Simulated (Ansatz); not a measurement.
CH₆OSi: several calculations on one system

## 1. Relaxation

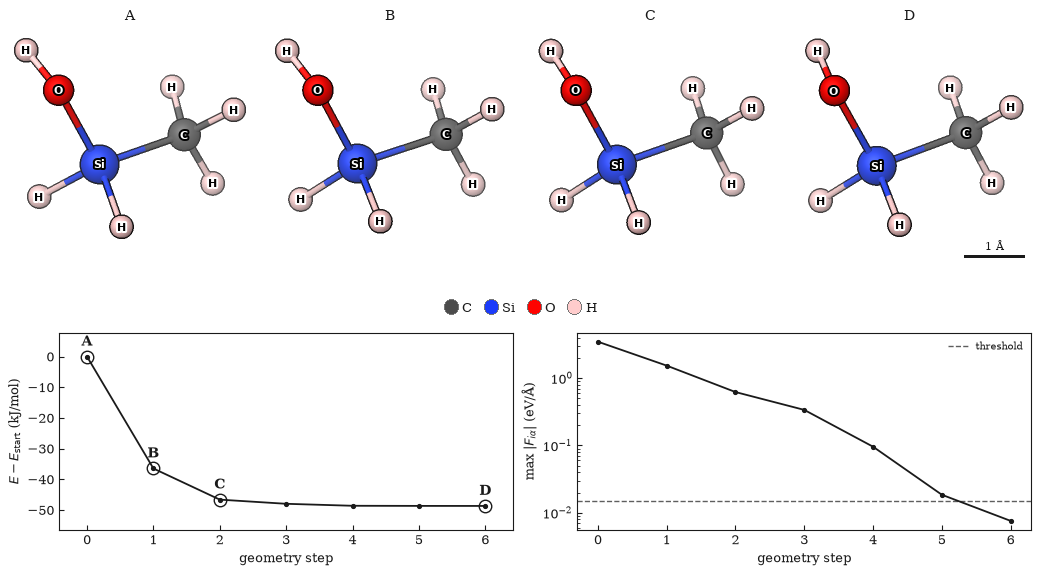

Frames of a relaxation of CH6OSi, marked on the history of the run. The picture is a ball-and-stick view, seen at a tilt.

The run prepares an end point of a later path (torsion) calculation, from a guessed geometry.

Theory: RKS PBE0/STO-3G (Ansatz).

The input:
```yaml
crystal:
  periodic: [false, false, false]
  atoms:
    - { symbol: C, position_ang: [-0.7413, 0.586, -0.5874] }
    - { symbol: Si, position_ang: [0.4906, -0.5639, -0.0183] }
    - { symbol: O, position_ang: [1.2566, -0.0394, 1.3295] }
    - { symbol: H, position_ang: [-1.2326, 0.2631, -1.4898] }
    - { symbol: H, position_ang: [-0.3425, 1.5888, -0.8774] }
    - { symbol: H, position_ang: [-1.5432, 0.8253, 0.173] }
    - { symbol: H, position_ang: [1.5183, -0.7995, -1.081] }
    - { symbol: H, position_ang: [-0.1127, -1.8316, 0.3184] }
    - { symbol: H, position_ang: [0.7953, -0.0751, 2.216] }
basis:
  gaussian: { orbitals: STO-3G }
hamiltonian:
  xc: pbe0
relax:
  f_tol: 0.015
  max_steps: 40
```

Launched with:
```bash
ansatz run input.yaml --threads 1 --pin off --max-ram 2048MiB --backend cpu --events-out ev --progress --plain --runs-dir out
```

What happens along the run?

Answer. Over 6 geometry steps the energy falls by 48.6 kJ/mol. Largest force component: 3.5 eV/Å at the start, 0.0076 eV/Å at the end. The atom that moves furthest after the best rigid fit is H9 (0.21 Å). By element the largest moves are H 0.21 Å, O 0.15 Å, Si 0.06 Å, C 0.05 Å. Near-neighbour distances that change, for instance: C1–Si2 1.779 → 1.873 Å, Si2–O3 1.637 → 1.713 Å, Si2–H7 1.497 → 1.443 Å, C1–H6 1.131 → 1.094 Å. Bond angles that change, for instance: Si2–O3–H9 120.2° → 103.6°, H4–C1–H5 102.4° → 107.7°, O3–Si2–H8 106.6° → 111.5°. From step 0 to 1: H7 moves most (0.10 Å), energy −36.4 kJ/mol. From step 1 to 2: H9 moves most (0.08 Å), energy −10.1 kJ/mol. From step 2 to 6: H9 moves most (0.13 Å), energy −2.06 kJ/mol.

Limits of the set-up: STO-3G is a minimal basis, so the numbers are rough.

## 2. Relaxation

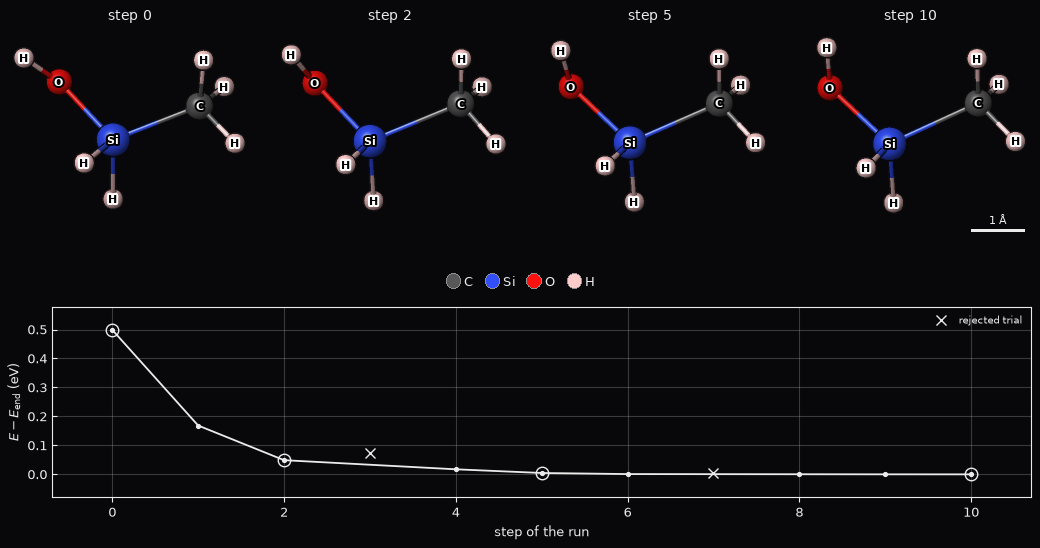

Frames of a relaxation of CH₆OSi, marked on the history of the run. The picture is a ball-and-stick view, seen face on.

The run prepares an end point of a later path (torsion) calculation, from a guessed geometry.

Level of theory: RKS PBE0/STO-3G (Ansatz 0.2.0). Settings: no spin polarisation; force threshold 0.015 eV/Å; at most 40 steps.

**What happens along the run?**

An H atom moves most after the best rigid fit: 0.48 Å. Largest moves by element: H 0.48 Å, O 0.22 Å, Si 0.10 Å, C 0.06 Å. Some distances before and after: C–Si 1.779 → 1.873 Å, O–Si 1.637 → 1.714 Å, H–Si 1.497 → 1.451 Å, C–H 1.131 → 1.094 Å. Among the angles between lasting bonds that change: Si–O–H 120.2° → 103.7°, H–C–H 102.4° → 107.5°, H–C–H 103.8° → 107.7°. Groups turn about O–Si by about 45°. After 8 accepted moves (10 points after the start) the energy has fallen by 0.499 eV. The largest force component goes from 3.5 to 0.002 eV/Å. The line search rejected the trial steps at points 3, 7 of the run. The forces were under the threshold at step 8, but the run went on from there. Cost: 12 s on 1 thread of Intel(R) Xeon(R) 6975P-C (Granite Rapids), with other jobs on the host, peak memory 0.13 GiB. From step 0 to 2: an H atom moves most (0.16 Å), energy −0.450 eV. From step 2 to 5: an H atom moves most (0.20 Å), energy −0.044 eV. From step 5 to 10: an H atom moves most (0.13 Å), energy −0.005 eV.

| step | E − E(0), eV | largest force component, eV/Å | note |
| --- | --- | --- | --- |
| 0 | 0.0000 | 3.5186 |  |
| 1 | -0.3303 | 1.8573 |  |
| 2 | -0.4499 | 0.9215 |  |
| 3 | -0.4237 | 0.9679 | rejected |
| 4 | -0.4814 | 0.2897 |  |
| 5 | -0.4941 | 0.1038 |  |
| 6 | -0.4979 | 0.0265 |  |
| 7 | -0.4927 | 0.2794 | rejected |
| 8 | -0.4985 | 0.0095 |  |
| 9 | -0.4988 | 0.0742 |  |
| 10 | -0.4988 | 0.0020 |  |

Limits of the set-up: STO-3G is a minimal basis, so the numbers are rough.

## 3. Path

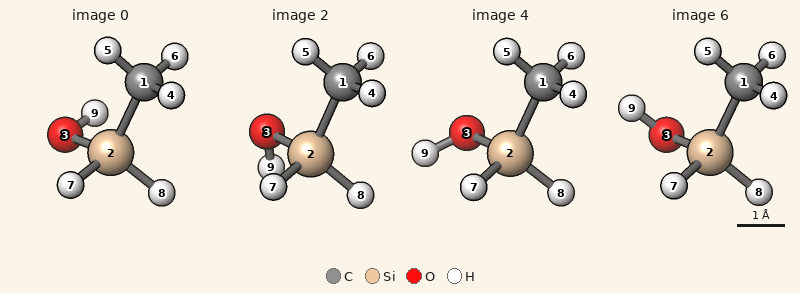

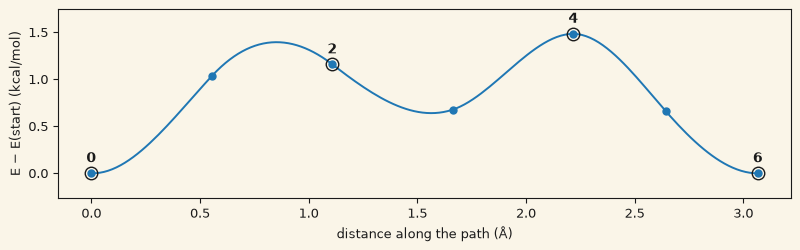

A search for the minimum-energy path of CH₆OSi by the nudged elastic band. Images are numbered from 0 (start) to 6 (end). A ball-and-stick model, seen from a free direction.

The calculation used RKS PBE0/STO-3G in Ansatz. Run with 5 movable images; climbing image; force threshold 0.03 eV/Å; iteration limit 60; starting path through a guess of the saddle point.

Describe the mechanism and the energy profile.

The two ends have the same energy, and the highest point, image 4, lies 1.48 kcal/mol above the start. The profile has 2 maxima (images 2, 4) with a dip at image 3 (+0.68 kcal/mol), so the process runs in steps. The path has more than one stage, and so few images may leave a stage unresolved. No bond forms or breaks between the ends. Among the angles between lasting bonds that change up to the highest image: O3–Si2–H7 105.3° → 111.5°, C1–Si2–O3 112.7° → 109.5°. The band converged in 13 iterations. The largest component of the band force went from 58 to 0.024 eV/Å. The climbing image converged on the top of the path. Its vibrational analysis gives one imaginary mode (261i cm⁻¹), as a transition state must have.

Limits of the set-up: STO-3G is a minimal basis, so the numbers are rough.

Cost: 70 s on 1 thread of Intel(R) Xeon(R) 6975P-C (Granite Rapids) (shared host), peak memory 0.18 GiB.
